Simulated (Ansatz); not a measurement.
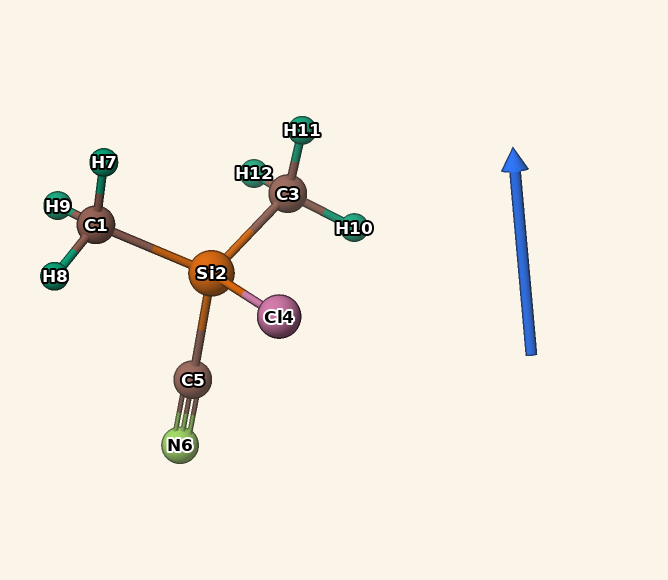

The arrow beside the molecule shows the direction of the dipole moment, from the negative to the positive end (its length means nothing). The computed structure is the end point of a PBE-D4/def2-SVP optimisation. No frequency run is at hand to confirm it as a minimum. Level of theory: RKS PBE-D4/def2-SVP (Ansatz 0.2.0).

### Estimate the dipole moment.

3.93 D; it points from the side of N6 to the side of H7, H11 (the outermost atoms at the two ends).
